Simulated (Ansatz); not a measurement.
# Series on K+ triflate in vinylene carbonate and dimethyl carbonate and a fluorinated ether (TTE), by temperature

How do cells made at different temperatures differ in energy, pressure, forces, levels, charges and cost?

Computed with Ansatz 0.2.0: Kohn-Sham DFT, r2SCAN+D4, PAW (set soft_2). Every run is a single point, with the atoms held where the recipe put them (cutoff of the plane-wave runs 500 eV, fixed occupations).

First member: 4 vinylene carbonate, 3 dimethyl carbonate, 4 a fluorinated ether (TTE), 1 K+, 1 triflate placed at random, at 1.48 g/cm³; overlaps pushed apart, then 10 ps at 550 K with Joung-Cheatham ions (J. Phys. Chem. B 112, 9020 (2008)); MMFF94 bonds, angles, torsions, charges and radii (Halgren, J. Comput. Chem. 17, 490 (1996)) in harmonic and 12-6 forms; charges of ions scaled by 0.8. Snapshot after 30 ps at 260 K and fixed volume.

Last member: 4 vinylene carbonate, 3 dimethyl carbonate, 4 a fluorinated ether (TTE), 1 K+, 1 triflate placed at random, at 1.27 g/cm³; overlaps pushed apart, then 10 ps at 550 K with Joung-Cheatham ions (J. Phys. Chem. B 112, 9020 (2008)); MMFF94 bonds, angles, torsions, charges and radii (Halgren, J. Comput. Chem. 17, 490 (1996)) in harmonic and 12-6 forms; charges of ions scaled by 0.8. Snapshot after 30 ps at 440 K and fixed volume.

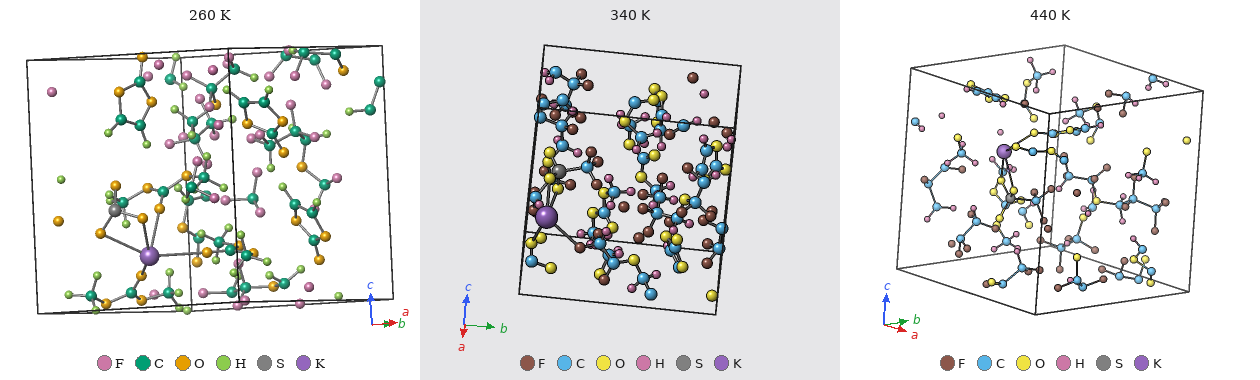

Three members of the series, labelled by temperature. Bonds to atoms that aren't drawn are left out. Some periodic images of atoms are drawn too.

The members:

| temperature (K) | reduced formula | atoms | valence electrons | k-mesh | basis | density (g/cm³) |
| --- | --- | --- | --- | --- | --- | --- |
| 260 | KH42C42SO28F35 | 149 | 638 | 1×1×1 | plane waves | 1.48 |
| 300 | KH42C42SO28F35 | 149 | 638 | 1×1×1 | plane waves | 1.44 |
| 340 | KH42C42SO28F35 | 149 | 638 | 1×1×1 | plane waves | 1.39 |
| 380 | KH42C42SO28F35 | 149 | 638 | 1×1×1 | plane waves | 1.34 |
| 440 | KH42C42SO28F35 | 149 | 638 | 1×1×1 | plane waves | 1.27 |

Each cell is one sample from a classical run, so sample-to-sample scatter enters every column; pressures lack the kinetic term, and hold the strain of bonds inside molecules, whose lengths the classical model set.

The input of the first member, without its atom lines; other members have their own cell and atoms, and may differ in mesh, basis and outputs:

```yaml
crystal:
  lattice:
    - [12.47344, 0.0, 0.0]
    - [0.0, 12.47344, 0.0]
    - [0.0, 0.0, 12.47344]
  atoms:
    [... 149 lines ...]
kpoints:
  mp_grid: { grid: [1, 1, 1] }
hamiltonian:
  xc: r2scan
  dispersion: d4
scf:
  occupations: { method: fixed }
output:
  forces: true
  stress: true
  populations: true
  dos:
    method: { smearing: { sigma: 0.1 } }
    de: 0.1
    projected: { site_lists: { C: [C], F: [F], H: [H], K: [K], O: [O] } }
  eigenvalues: true
  write_density: true
  write_potential: true
  volumetric_format: npy
```

Results; charges are mean Löwdin charges in e:

| temperature (K) | energy less the first member's (meV/atom) | pressure (GPa) | r.m.s. force (eV/Å) | gap (eV) | q(S) | q(K) | q(F) |
| --- | --- | --- | --- | --- | --- | --- | --- |
| 260 | 0.0 | -0.705 | 1.07 | 4.34 | +2.37 | +0.84 | -0.25 |
| 300 | 8.9 | -1.17 | 1.01 | 4.63 | +2.39 | +0.84 | -0.25 |
| 340 | 23.1 | -0.560 | 1.30 | 4.22 | +2.34 | +0.85 | -0.25 |
| 380 | 12.5 | -1.44 | 1.13 | 5.03 | +2.35 | +0.87 | -0.26 |
| 440 | 45.4 | -1.08 | 1.35 | 4.12 | +2.30 | +0.87 | -0.25 |

The gap is that between the highest filled and lowest empty Kohn-Sham level on the run's k-points, and semilocal functionals tend to put gaps under measured ones. The projection misses up to 0.051 e an atom, so the charges add up to more than the cell's charge.

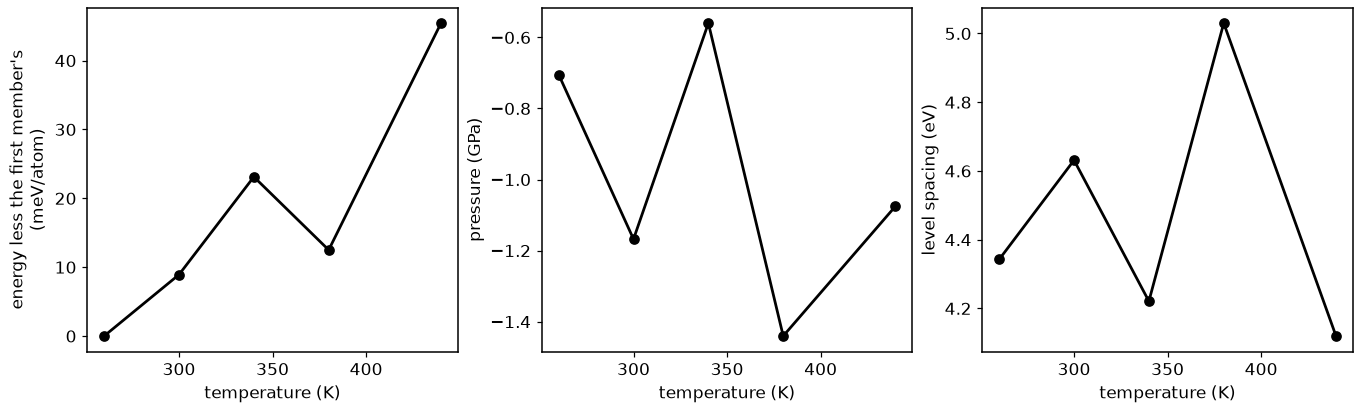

Results against temperature.

Cost on 8 threads of Arm Neoverse V2, shared host:

| temperature (K) | atoms | basis | k-mesh | SCF cycles | time | host memory (GiB) |
| --- | --- | --- | --- | --- | --- | --- |
| 260 | 149 | plane waves | 1×1×1 | 11 | 51 s | 5.8 |
| 300 | 149 | plane waves | 1×1×1 | 11 | 52 s | 5.9 |
| 340 | 149 | plane waves | 1×1×1 | 11 | 54 s | 6.0 |
| 380 | 149 | plane waves | 1×1×1 | 11 | 55 s | 6.1 |
| 440 | 149 | plane waves | 1×1×1 | 11 | 54 s | 6.2 |

Times include the outputs that each run asked for, on hosts shared with other jobs.

What the series shows: The energy against the first member is lowest at 260 K (0.0 meV/atom) and highest at 440 K (45.4 meV/atom), rising overall but not at every step; each member is a single configuration. The gap is lowest at 440 K (4.12 eV) and highest at 380 K (5.03 eV), with no steady trend; in single samples it varies with the configuration. The mean charge on S is lowest at 440 K (+2.30 e) and highest at 300 K (+2.39 e). The density spans 1.27 to 1.48 g/cm³, so the columns mix its effect with that of the temperature. The pressure is lowest at 380 K (-1.4 GPa) and highest at 340 K (-0.56 GPa), with no steady trend; the recipes set unlike densities, and the bond lengths of the classical model enter the pressure too. The r.m.s. force is lowest at 300 K (1 eV/Å) and highest at 440 K (1.4 eV/Å).

Caveats: The network of contacts between molecules at the start is that of the classical potential that made the cell, and needn't be the one that DFT or experiment would give. The cells aren't relaxed by DFT, which could reorder their energies.

[Logs are printed without paths, hosts, clocks, repeated set-up lines and the standing remarks that a program may print on its own settings, such as how far it seeks lower states.]

[Hosts, paths, dates, database ids (printed as entryN), source tags and the programs' standing remarks are cut or masked in the printed files.]

[The MMFF94 radii named for the starting cell were scaled by 0.96; in molecules described by MMFF94, hydrogen bound to N, O or S took a small fixed 12-6 site in their place.]
